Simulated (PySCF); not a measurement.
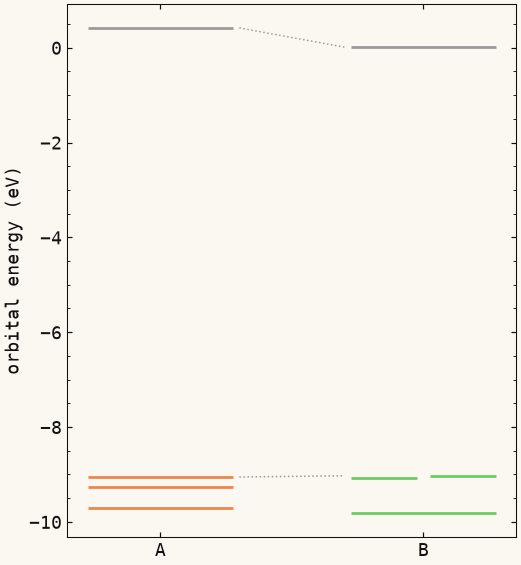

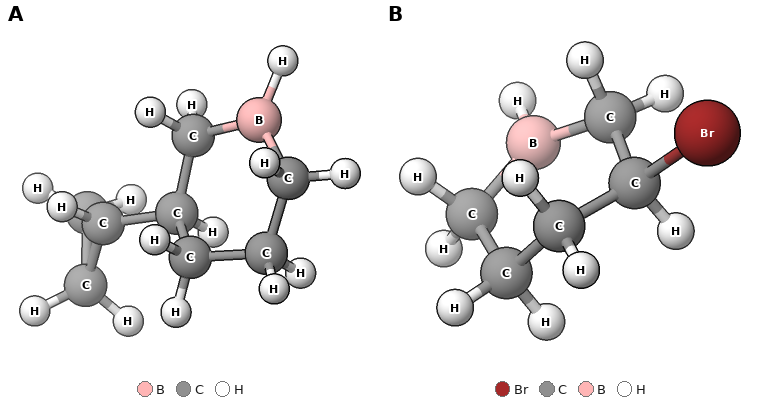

Related molecules: A is C₈H₁₅B, SMILES B1CCC[C@@H](C2CC2)C1; B is C₅H₁₀BBr, SMILES Br[C@@H]1CBCCC1. Frontier orbital energies, CAM-B3LYP/def2-SVPD in PySCF, at a PBE0-D3(BJ)/def2-SVP geometry (no frequency check); drawn are at most three filled levels and, in grey, the LUMO with any level within 0.03 eV of it; dotted lines join the HOMOs and the LUMOs.

**What does the change do to the frontier levels?**

From A to B the HOMO hardly moves and the LUMO falls by 0.41 eV, so the separation goes from 9.47 to 9.04 eV.

**Does the ΔSCF ionisation energy follow the HOMO?**

A: −ε(HOMO) 9.05, ΔSCF 9.69 eV; B: −ε(HOMO) 9.03, ΔSCF 9.99 eV.

Limits of at least one run: empty levels above zero depend strongly on the basis; one conformer of a flexible molecule; spin-orbit coupling is left out, and with Br it can shift these levels and split any degenerate set.
